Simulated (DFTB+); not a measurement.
# Run report: C3H5P, frequency calculation (part 2 of 4)

The same run, continued: C3H5P, SMILES C#CPC; DFTB2, R-SCC (DFTB+ 25.1). The geometry was optimised with DFTB2.

Geometry of the input (Å):
```
C  1.9943  0.7908  1.2000
C  1.1810  0.5650  0.3204
P  0.2452  0.1352  -1.1239
C  -1.1874  -0.8177  -0.3858
H  2.6492  1.0184  2.0224
H  -0.4233  1.3891  -1.3081
H  -0.8458  -1.7737  0.0295
H  -1.9259  -1.0425  -1.1650
H  -1.6990  -0.2664  0.4136
```

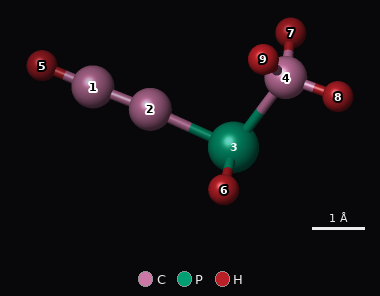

**Figure 1.** The structure as given in the input (ball-and-stick view, seen at a tilt; atoms are numbered from 1 in the order of the input).

Output, continued:
```
Total Energy:                       -8.7684417218 H         -238.6014 eV
Extrapolated to 0K:                 -8.7684417218 H         -238.6014 eV
Total Mermin free energy:           -8.7684417218 H         -238.6014 eV
Force related energy:               -8.7684417218 H         -238.6014 eV

--------------------------------------------------------------------------------

***  Geometry step: 15

 iSCC Total electronic   Diff electronic      SCC error
    1   -0.90022802E+01    0.00000000E+00    0.39765484E-03
    2   -0.90022802E+01   -0.65594882E-04    0.25640581E-03
    3   -0.90022802E+01   -0.43638391E-08    0.26461782E-04
    4   -0.90022802E+01   -0.30681129E-08    0.10376038E-04
    5   -0.90022802E+01   -0.42749804E-10    0.76078760E-06
    6   -0.90022802E+01   -0.26538771E-11    0.10525897E-06
    7   -0.90022802E+01   -0.67501560E-13    0.69399396E-07
    8   -0.90022802E+01    0.00000000E+00    0.18455917E-08
    9   -0.90022802E+01   -0.17763568E-14    0.47084248E-09

Total Energy:                       -8.7684417213 H         -238.6014 eV
Extrapolated to 0K:                 -8.7684417213 H         -238.6014 eV
Total Mermin free energy:           -8.7684417213 H         -238.6014 eV
Force related energy:               -8.7684417213 H         -238.6014 eV

--------------------------------------------------------------------------------

***  Geometry step: 16

 iSCC Total electronic   Diff electronic      SCC error
    1   -0.90021608E+01    0.00000000E+00    0.39362539E-03
    2   -0.90021608E+01    0.11944373E-03    0.24201547E-03
    3   -0.90021608E+01   -0.40405919E-08    0.45466830E-04
    4   -0.90021608E+01   -0.20411282E-08    0.82786076E-05
    5   -0.90021608E+01   -0.80509821E-10    0.84313475E-06
    6   -0.90021608E+01   -0.32152059E-11    0.67793841E-07
    7   -0.90021608E+01   -0.78159701E-13    0.51829680E-07
    8   -0.90021608E+01   -0.17763568E-14    0.15322417E-08
    9   -0.90021608E+01    0.17763568E-14    0.11788259E-09

Total Energy:                       -8.7684417251 H         -238.6014 eV
Extrapolated to 0K:                 -8.7684417251 H         -238.6014 eV
Total Mermin free energy:           -8.7684417251 H         -238.6014 eV
Force related energy:               -8.7684417251 H         -238.6014 eV

--------------------------------------------------------------------------------

***  Geometry step: 17

 iSCC Total electronic   Diff electronic      SCC error
    1   -0.90023341E+01    0.00000000E+00    0.38915485E-03
    2   -0.90023341E+01   -0.17326622E-03    0.24548738E-03
    3   -0.90023341E+01   -0.82206206E-08    0.61823041E-04
    4   -0.90023341E+01   -0.39586538E-08    0.93647516E-05
    5   -0.90023341E+01   -0.13404922E-09    0.51999036E-06
    6   -0.90023341E+01   -0.57713834E-11    0.20502191E-06
    7   -0.90023341E+01   -0.33750780E-13    0.75366951E-07
    8   -0.90023341E+01    0.17763568E-14    0.17488571E-08
    9   -0.90023341E+01    0.17763568E-14    0.16464285E-09

Total Energy:                       -8.7684417153 H         -238.6014 eV
Extrapolated to 0K:                 -8.7684417153 H         -238.6014 eV
Total Mermin free energy:           -8.7684417153 H         -238.6014 eV
Force related energy:               -8.7684417153 H         -238.6014 eV

--------------------------------------------------------------------------------

***  Geometry step: 18

 iSCC Total electronic   Diff electronic      SCC error
    1   -0.90022871E+01    0.00000000E+00    0.17416205E-03
    2   -0.90022871E+01    0.47020998E-04    0.12717621E-03
    3   -0.90022871E+01   -0.15041959E-08    0.20042600E-04
    4   -0.90022871E+01   -0.10532908E-08    0.29388401E-05
    5   -0.90022871E+01   -0.31345593E-10    0.64284318E-06
    6   -0.90022871E+01   -0.12061463E-11    0.87462979E-07
    7   -0.90022871E+01   -0.40856207E-13    0.49203037E-07
    8   -0.90022871E+01   -0.35527137E-14    0.30216122E-08
    9   -0.90022871E+01    0.35527137E-14    0.32984226E-09

Total Energy:                       -8.7684416290 H         -238.6014 eV
Extrapolated to 0K:                 -8.7684416290 H         -238.6014 eV
Total Mermin free energy:           -8.7684416290 H         -238.6014 eV
Force related energy:               -8.7684416290 H         -238.6014 eV

--------------------------------------------------------------------------------

***  Geometry step: 19

 iSCC Total electronic   Diff electronic      SCC error
    1   -0.90022077E+01    0.00000000E+00    0.28656580E-03
    2   -0.90022077E+01    0.79331109E-04    0.20729229E-03
    3   -0.90022077E+01   -0.37846704E-08    0.56274709E-04
    4   -0.90022077E+01   -0.20285711E-08    0.11294635E-04
    5   -0.90022077E+01   -0.21091928E-09    0.67015491E-06
    6   -0.90022077E+01   -0.44249049E-11    0.15878061E-06
    7   -0.90022077E+01   -0.19539925E-13    0.59947815E-07
    8   -0.90022077E+01   -0.35527137E-14    0.44105162E-08
    9   -0.90022077E+01    0.17763568E-14    0.15232404E-09

Total Energy:                       -8.7684416324 H         -238.6014 eV
Extrapolated to 0K:                 -8.7684416324 H         -238.6014 eV
Total Mermin free energy:           -8.7684416324 H         -238.6014 eV
Force related energy:               -8.7684416324 H         -238.6014 eV

--------------------------------------------------------------------------------

***  Geometry step: 20

 iSCC Total electronic   Diff electronic      SCC error
    1   -0.90022764E+01    0.00000000E+00    0.21525520E-03
    2   -0.90022764E+01   -0.68662597E-04    0.15836703E-03
    3   -0.90022764E+01   -0.17819186E-08    0.50906587E-04
    4   -0.90022764E+01   -0.75595530E-09    0.72940821E-05
    5   -0.90022764E+01   -0.10062351E-09    0.45431961E-06
    6   -0.90022764E+01   -0.13056223E-11    0.75674914E-07
    7   -0.90022764E+01   -0.14210855E-13    0.31570609E-07
    8   -0.90022764E+01   -0.17763568E-14    0.27314864E-08
    9   -0.90022764E+01   -0.17763568E-14    0.22112190E-09

Total Energy:                       -8.7684416065 H         -238.6014 eV
Extrapolated to 0K:                 -8.7684416065 H         -238.6014 eV
Total Mermin free energy:           -8.7684416065 H         -238.6014 eV
Force related energy:               -8.7684416065 H         -238.6014 eV

--------------------------------------------------------------------------------

***  Geometry step: 21

 iSCC Total electronic   Diff electronic      SCC error
    1   -0.90022184E+01    0.00000000E+00    0.33860970E-03
    2   -0.90022184E+01    0.57994843E-04    0.24325318E-03
    3   -0.90022184E+01   -0.27660345E-08    0.35946880E-04
    4   -0.90022184E+01   -0.22484841E-08    0.54777890E-05
    5   -0.90022184E+01   -0.12433787E-09    0.34715175E-06
    6   -0.90022184E+01   -0.18953727E-11    0.10267793E-06
    7   -0.90022184E+01   -0.88817842E-14    0.41141027E-07
    8   -0.90022184E+01   -0.17763568E-14    0.12988401E-08
    9   -0.90022184E+01    0.35527137E-14    0.21173019E-09

Total Energy:                       -8.7684416092 H         -238.6014 eV
Extrapolated to 0K:                 -8.7684416092 H         -238.6014 eV
Total Mermin free energy:           -8.7684416092 H         -238.6014 eV
Force related energy:               -8.7684416092 H         -238.6014 eV

--------------------------------------------------------------------------------

***  Geometry step: 22

 iSCC Total electronic   Diff electronic      SCC error
    1   -0.90022300E+01    0.00000000E+00    0.23119986E-03
    2   -0.90022300E+01   -0.11622075E-04    0.16642881E-03
    3   -0.90022300E+01   -0.15168897E-08    0.22782535E-04
    4   -0.90022300E+01   -0.14221584E-08    0.32173473E-05
    5   -0.90022300E+01   -0.36854075E-10    0.30366694E-06
    6   -0.90022300E+01   -0.89350749E-12    0.48448067E-07
    7   -0.90022300E+01   -0.53290705E-14    0.24100825E-07
    8   -0.90022300E+01    0.00000000E+00    0.11493890E-08
    9   -0.90022300E+01   -0.17763568E-14    0.12608559E-09

Total Energy:                       -8.7684415984 H         -238.6014 eV
Extrapolated to 0K:                 -8.7684415984 H         -238.6014 eV
Total Mermin free energy:           -8.7684415984 H         -238.6014 eV
Force related energy:               -8.7684415984 H         -238.6014 eV

--------------------------------------------------------------------------------

***  Geometry step: 23

 iSCC Total electronic   Diff electronic      SCC error
    1   -0.90022648E+01    0.00000000E+00    0.29027438E-03
    2   -0.90022648E+01   -0.34749182E-04    0.20801552E-03
    3   -0.90022648E+01   -0.25502835E-08    0.25593892E-04
    4   -0.90022648E+01   -0.25788456E-08    0.19375186E-05
    5   -0.90022648E+01   -0.24510172E-10    0.39659567E-06
    6   -0.90022648E+01   -0.14566126E-12    0.68408601E-07
    7   -0.90022648E+01   -0.12434498E-13    0.51627415E-07
    8   -0.90022648E+01   -0.35527137E-14    0.21338157E-08
    9   -0.90022648E+01    0.17763568E-14    0.12153978E-09

Total Energy:                       -8.7684415989 H         -238.6014 eV
Extrapolated to 0K:                 -8.7684415989 H         -238.6014 eV
Total Mermin free energy:           -8.7684415989 H         -238.6014 eV
Force related energy:               -8.7684415989 H         -238.6014 eV

--------------------------------------------------------------------------------

***  Geometry step: 24

 iSCC Total electronic   Diff electronic      SCC error
    1   -0.90023135E+01    0.00000000E+00    0.14680797E-03
    2   -0.90023135E+01   -0.48751229E-04    0.10527496E-03
    3   -0.90023135E+01   -0.67106853E-09    0.13077147E-04
    4   -0.90023135E+01   -0.65659655E-09    0.42992772E-05
    5   -0.90023135E+01   -0.98712150E-11    0.50324214E-06
    6   -0.90023135E+01   -0.51159077E-12    0.34069988E-07
    7   -0.90023135E+01   -0.14210855E-13    0.22144810E-07
    8   -0.90023135E+01    0.00000000E+00    0.88319030E-09

Total Energy:                       -8.7684417760 H         -238.6014 eV
Extrapolated to 0K:                 -8.7684417760 H         -238.6014 eV
Total Mermin free energy:           -8.7684417760 H         -238.6014 eV
Force related energy:               -8.7684417760 H         -238.6014 eV

--------------------------------------------------------------------------------

***  Geometry step: 25

 iSCC Total electronic   Diff electronic      SCC error
    1   -0.90021814E+01    0.00000000E+00    0.52647186E-04
    2   -0.90021814E+01    0.13216368E-03    0.30085327E-04
    3   -0.90021814E+01   -0.58216543E-10    0.54558112E-05
    4   -0.90021814E+01   -0.17722712E-10    0.80532066E-06
    5   -0.90021814E+01   -0.16306956E-11    0.57795207E-07
    6   -0.90021814E+01   -0.95923269E-13    0.12320769E-07
    7   -0.90021814E+01   -0.17763568E-14    0.26728042E-08
    8   -0.90021814E+01    0.00000000E+00    0.24752089E-09

Total Energy:                       -8.7684417686 H         -238.6014 eV
Extrapolated to 0K:                 -8.7684417686 H         -238.6014 eV
Total Mermin free energy:           -8.7684417686 H         -238.6014 eV
Force related energy:               -8.7684417686 H         -238.6014 eV

--------------------------------------------------------------------------------

***  Geometry step: 26

 iSCC Total electronic   Diff electronic      SCC error
    1   -0.90022704E+01    0.00000000E+00    0.29827816E-04
    2   -0.90022704E+01   -0.89033609E-04    0.17607992E-04
    3   -0.90022704E+01   -0.19884538E-10    0.32065739E-05
    4   -0.90022704E+01   -0.78514972E-11    0.87820144E-06
    5   -0.90022704E+01   -0.55599969E-12    0.28785802E-07
    6   -0.90022704E+01   -0.69277917E-13    0.10659249E-07
    7   -0.90022704E+01   -0.17763568E-14    0.67871397E-09

Total Energy:                       -8.7684418310 H         -238.6014 eV
Extrapolated to 0K:                 -8.7684418310 H         -238.6014 eV
Total Mermin free energy:           -8.7684418310 H         -238.6014 eV
Force related energy:               -8.7684418310 H         -238.6014 eV

--------------------------------------------------------------------------------

***  Geometry step: 27

 iSCC Total electronic   Diff electronic      SCC error
    1   -0.90022245E+01    0.00000000E+00    0.10260782E-04
    2   -0.90022245E+01    0.45938729E-04    0.59578305E-05
    3   -0.90022245E+01   -0.67164052E-11    0.14243795E-05
    4   -0.90022245E+01   -0.43023363E-11    0.22063465E-07
    5   -0.90022245E+01   -0.33750780E-13    0.14163480E-07
    6   -0.90022245E+01   -0.17763568E-14    0.30483429E-08
    7   -0.90022245E+01    0.17763568E-14    0.92580166E-10

Total Energy:                       -8.7684418347 H         -238.6014 eV
Extrapolated to 0K:                 -8.7684418347 H         -238.6014 eV
Total Mermin free energy:           -8.7684418347 H         -238.6014 eV
Force related energy:               -8.7684418347 H         -238.6014 eV

--------------------------------------------------------------------------------

***  Geometry step: 28

 iSCC Total electronic   Diff electronic      SCC error
    1   -0.90023304E+01    0.00000000E+00    0.22954154E-04
    2   -0.90023304E+01   -0.10595765E-03    0.14898997E-04
    3   -0.90023304E+01   -0.26661340E-10    0.24204459E-05
    4   -0.90023304E+01   -0.16015633E-10    0.14857774E-05
    5   -0.90023304E+01   -0.31619152E-12    0.45676715E-07
    6   -0.90023304E+01   -0.62172489E-13    0.36191663E-08
    7   -0.90023304E+01   -0.17763568E-14    0.98403419E-09

Total Energy:                       -8.7684417264 H         -238.6014 eV
Extrapolated to 0K:                 -8.7684417264 H         -238.6014 eV
Total Mermin free energy:           -8.7684417264 H         -238.6014 eV
Force related energy:               -8.7684417264 H         -238.6014 eV

--------------------------------------------------------------------------------

***  Geometry step: 29

 iSCC Total electronic   Diff electronic      SCC error
    1   -0.90021645E+01    0.00000000E+00    0.38960881E-04
    2   -0.90021645E+01    0.16591857E-03    0.24699171E-04
    3   -0.90021645E+01   -0.63273831E-10    0.41224959E-05
    4   -0.90021645E+01   -0.36250114E-10    0.22864075E-05
    5   -0.90021645E+01   -0.97166719E-12    0.80539944E-07
    6   -0.90021645E+01   -0.21138646E-12    0.65488468E-08
    7   -0.90021645E+01   -0.17763568E-14    0.28706415E-08
    8   -0.90021645E+01   -0.17763568E-14    0.31201763E-09

Total Energy:                       -8.7684417389 H         -238.6014 eV
Extrapolated to 0K:                 -8.7684417389 H         -238.6014 eV
Total Mermin free energy:           -8.7684417389 H         -238.6014 eV
Force related energy:               -8.7684417389 H         -238.6014 eV

--------------------------------------------------------------------------------

***  Geometry step: 30

 iSCC Total electronic   Diff electronic      SCC error
    1   -0.90022285E+01    0.00000000E+00    0.85783657E-04
    2   -0.90022285E+01   -0.64039530E-04    0.56925893E-04
    3   -0.90022285E+01   -0.22013324E-09    0.85635196E-05
    4   -0.90022285E+01   -0.15773161E-09    0.15075551E-05
    5   -0.90022285E+01   -0.19930724E-11    0.17411230E-06
    6   -0.90022285E+01   -0.16875390E-12    0.17741196E-07
    7   -0.90022285E+01   -0.35527137E-14    0.10669922E-07
    8   -0.90022285E+01    0.17763568E-14    0.12584298E-08
    9   -0.90022285E+01   -0.17763568E-14    0.89410368E-10

Total Energy:                       -8.7684418237 H         -238.6014 eV
Extrapolated to 0K:                 -8.7684418237 H         -238.6014 eV
Total Mermin free energy:           -8.7684418237 H         -238.6014 eV
Force related energy:               -8.7684418237 H         -238.6014 eV

--------------------------------------------------------------------------------

***  Geometry step: 31

 iSCC Total electronic   Diff electronic      SCC error
    1   -0.90022664E+01    0.00000000E+00    0.17639018E-03
    2   -0.90022664E+01   -0.37809023E-04    0.11675990E-03
    3   -0.90022664E+01   -0.11072938E-08    0.15409442E-04
    4   -0.90022664E+01   -0.74000539E-09    0.25080567E-05
    5   -0.90022664E+01   -0.13342216E-10    0.43599403E-06
    6   -0.90022664E+01   -0.56310512E-12    0.27189545E-07
    7   -0.90022664E+01   -0.19539925E-13    0.18731856E-07
    8   -0.90022664E+01   -0.17763568E-14    0.26821931E-08
    9   -0.90022664E+01   -0.17763568E-14    0.10734946E-09

Total Energy:                       -8.7684418081 H         -238.6014 eV
Extrapolated to 0K:                 -8.7684418081 H         -238.6014 eV
Total Mermin free energy:           -8.7684418081 H         -238.6014 eV
Force related energy:               -8.7684418081 H         -238.6014 eV

--------------------------------------------------------------------------------

***  Geometry step: 32

 iSCC Total electronic   Diff electronic      SCC error
    1   -0.90022829E+01    0.00000000E+00    0.57933703E-04
    2   -0.90022829E+01   -0.16583676E-04    0.38351722E-04
    3   -0.90022829E+01   -0.18301272E-09    0.46547440E-05
    4   -0.90022829E+01   -0.12284929E-09    0.28813642E-05
    5   -0.90022829E+01   -0.23590019E-11    0.91040248E-07
    6   -0.90022829E+01   -0.10658141E-12    0.18400620E-07
    7   -0.90022829E+01   -0.17763568E-14    0.85405479E-08
    8   -0.90022829E+01   -0.17763568E-14    0.11129213E-08
    9   -0.90022829E+01    0.00000000E+00    0.41004200E-10
```
